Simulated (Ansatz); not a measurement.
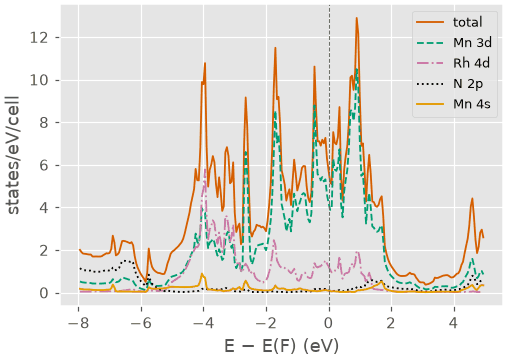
Figure. Total and projected density of states of Mn3RhN (anti-perovskite, Pm-3m), PBEsol in the plane-wave PAW code Ansatz

Problem. Which orbitals carry the states next to the Fermi level?

Solution. Within 0.5 eV of the Fermi level: Mn 3d 78 %, Rh 4d 17 %. Projections are on Löwdin-orthogonalised atomic valence shells; empty p or d shells of many metals are not among them.

Problem. Where is the tallest occupied peak in this window, and what makes it?

Solution. Near -1.7 eV, about 11 states/eV per cell; the largest projected share is Mn 3d.

The workflow started from an entry of the Crystallography Open Database (COD). Whether it is the stable phase at ambient conditions was not checked. The PBEsol relaxation kept the symmetry of its start; its stability against distortions is not shown here. The workflow began spin-polarised and lost its moments. The volume moved by -17 % from the start of the relaxation. The volume fell by over 15 % from the filed cell, which may lack light atoms or belong to other conditions. Spin–orbit coupling is left out wherever it is not named.

Potentials: the later of the program's two PAW sets.
